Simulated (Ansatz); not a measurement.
# Is the response still linear at 0.35 V/Å? 1T-VBrI bilayer, AB

The dipole of a slab grows in proportion to a weak field along its normal. Does the weak-field slope carry to a strong field?

How it was computed: Ansatz 0.2.0, plane waves with PAW datasets (its set soft_2), PBE-D3(BJ); atoms held at their relaxed places, 18 Å of vacuum, dipole correction, cell area 13.29 Å², spin-polarised, 12×12 k-points, smearing 0.02585 eV. Without field the slab has a gap of 0.88 eV.

| run | field (V/Å) | dipole (e·Å) |
| --- | --- | --- |
| run 1 | −0.10 | −0.12408 |
| run 2 | 0.00 | −0.05205 |
| run 3 | 0.10 | 0.02030 |
| run 4 | 0.35 | ? |

**Question.** What value belongs in the row marked “?”, and how far can the other rows tell?

A least-squares line through the 3 rows shown has slope 0.721900 and intercept −0.051943; no row lies more than 0.00011 e·Å off it. A perfect conductor with that slope would be 180.95 × 0.72190 / 13.29 = 9.83 Å thick. At 0.35 it gives 0.721900 × 0.35 + (−0.051943) = 0.20072 e·Å, beyond the rows fitted. Rounding and scatter of the rows alone allow about ±0.00037 e·Å there.

The run itself gives 0.20412 e·Å: a miss of +0.00340 e·Å. That is 1.3 % of the induced dipole, a small departure from the straight line; meanwhile the gap has gone from 0.88 eV to 0.44 eV.

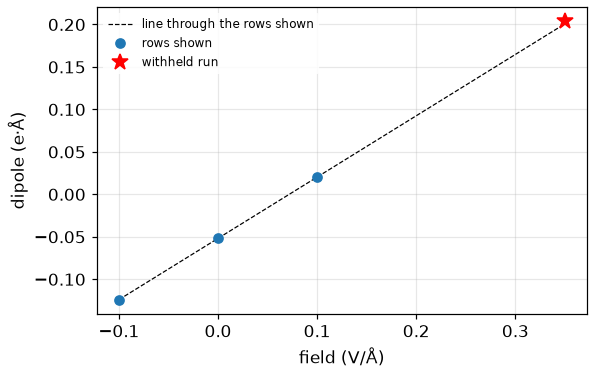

The fit and the withheld run.

**Limits.** Ions are held, so this is the electronic response. Of the series that stay linear within 1 %, this collection keeps about one in seven, and it keeps all that bend. Spin-orbit coupling is left out, which changes the bands of elements this heavy.
